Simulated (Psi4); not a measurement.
# NCO (SMILES [N]=C=O): UMP2/def2-SVP (density fitting, density fitting for correlation, sweep point 1)

We compute the energy of NCO. Input form: a Python script.

The calculation is run with Psi4 1.11.

2 further runs of the same task are left out: 1 that didn't finish, 1 set aside as unsound or not needed.

### Step 1. The system as given

NCO: 3 atoms, total charge 0, spin state doublet. SMILES: `[N]=C=O`. The coordinates come from a PBE0-D4/def2-TZVP relaxation.

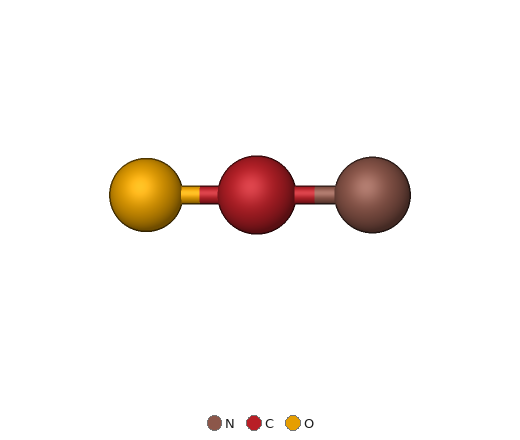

Viewed from a chosen angle; nitrogen brown, carbon red, oxygen amber.

### Step 2. The energy at UMP2/def2-SVP (density fitting, density fitting for correlation, sweep point 1)

cno.py reads:

```python
import psi4

psi4.set_memory('1600 MB')
psi4.set_num_threads(1)
psi4.core.set_output_file('run.log', False)

m = psi4.geometry("""
0 2
N      0.968200     0.423100     0.579200
C     -0.013800    -0.006000    -0.008300
O     -0.954400    -0.417100    -0.571000
symmetry c1
""")

psi4.set_options({
    'basis': 'def2-SVP',
    'reference': 'uhf',
    'scf_type': 'df',
    'num_frozen_docc': 3,
})

e_tot = psi4.energy('mp2')
print('E =', round(e_tot, 9))
for k, v in sorted(psi4.core.scalar_variables().items()):
    print(f'{k:45s} {v:18.10f}')
```

The run is started by

```console
$ python cno.py
```

run.log:

```text
[...]
  Running in c1 symmetry.
[...]
  Nuclear repulsion =   52.268880456139911
[...]
  Multiplicity = 2
[...]
  Nalpha       = 11
  Nbeta        = 10
[...]
    Number of basis functions: 42
[...]
   @DF-UHF iter   1:  -166.92870273987509   -8.95412e-01   8.33673e-03 ADIIS/DIIS
[...]
   @DF-UHF iter  18:  -166.99230902736463   -1.73372e-12   8.50191e-09 DIIS
[...]
   @S^2 Observed:                8.457693405E-01
[...]
    Orbital Energies [Eh]
    ---------------------
    Alpha Occupied:
       1A    -20.695643     2A    -15.648648     3A    -11.414228
       4A     -1.526379     5A     -1.283541     6A     -0.803063
       7A     -0.734508     8A     -0.701762     9A     -0.639463
      10A     -0.552656    11A     -0.495899
    Alpha Virtual:
      12A      0.196332    13A      0.216128    14A      0.229035
      15A      0.493706    16A      0.628421    17A      0.631837
      18A      0.686765    19A      0.855620    20A      0.977210
      21A      0.984823    22A      1.012439    23A      1.187241
      24A      1.251076    25A      1.278558    26A      1.382185
[...]
  @DF-UHF Final Energy:  -166.99230902736463
   => Energetics <=
    Nuclear Repulsion Energy =             52.2688804561399110
    One-Electron Energy =                -330.5154874058928272
    Two-Electron Energy =                 111.2542979223882753
    Total Energy =                       -166.9923090273646267
  UHF NO Occupations:
  HONO-2 :    9  A 1.9948330
  HONO-1 :   10  A 1.9588144
[...]
 Multipole Moments:
 ------------------------------------------------------------------------------------
     Multipole            Electronic (a.u.)      Nuclear  (a.u.)        Total (a.u.)
 ------------------------------------------------------------------------------------
 L = 1.  Multiply by 2.5417464519 to convert [e a0] to [Debye]
 Dipole X            :          0.0000442           -0.0000003            0.0000439
 Dipole Y            :         -0.0000241            0.0000002           -0.0000239
 Dipole Z            :         -0.3196368           -0.0091017           -0.3287385
 Magnitude           :                                                    0.3287385
[...]
```

On the terminal:

```text
E = -167.408427911
CURRENT CORRELATION ENERGY                         -0.4161188841
CURRENT ENERGY                                   -167.4084279114
CURRENT REFERENCE ENERGY                         -166.9923090274
CUSTOM SCS-MP2 CORRELATION ENERGY                  -0.3996869586
CUSTOM SCS-MP2 TOTAL ENERGY                      -167.3919959860
DD SOLVATION ENERGY                                 0.0000000000
HF KINETIC ENERGY                                 166.4814606670
HF POTENTIAL ENERGY                              -333.4737696944
HF TOTAL ENERGY                                  -166.9923090274
HF VIRIAL RATIO                                     2.0030685000
MP2 CORRELATION ENERGY                             -0.4161188841
MP2 DOUBLES ENERGY                                 -0.4161188841
MP2 OPPOSITE-SPIN CORRELATION ENERGY               -0.3011315353
MP2 SAME-SPIN CORRELATION ENERGY                   -0.1149873487
MP2 SINGLES ENERGY                                 -0.0000000000
MP2 TOTAL ENERGY                                 -167.4084279114
NUCLEAR REPULSION ENERGY                           52.2688804561
ONE-ELECTRON ENERGY                              -330.5154874059
PCM POLARIZATION ENERGY                             0.0000000000
PE ENERGY                                           0.0000000000
SCF ITERATION ENERGY                             -166.9923090274
SCF ITERATIONS                                     18.0000000000
SCF TOTAL ENERGY                                 -166.9923090274
SCS-MP2 CORRELATION ENERGY                         -0.3996869586
SCS-MP2 TOTAL ENERGY                             -167.3919959860
TWO-ELECTRON ENERGY                               111.2542979224
```

Wall time 1.9 s (1 thread of Intel Xeon Platinum 8488C (Sapphire Rapids), shared host); peak memory 0.19 GiB.

### Step 3. Summary of results

Level: UMP2/def2-SVP (density fitting, density fitting for correlation, sweep point 1), 3 core orbitals frozen.

| quantity | value |
| --- | --- |
| total energy | -167.40843 Eh |
| HOMO energy (Hartree–Fock orbitals) (highest over α and β) | -12.28 eV |
| LUMO energy (Hartree–Fock orbitals) (lowest over α and β) | -0.35 eV |
| correlation energy (3 core orbitals frozen) | -416.1 mEh |
| ⟨S²⟩ of the reference determinant | 0.846 |
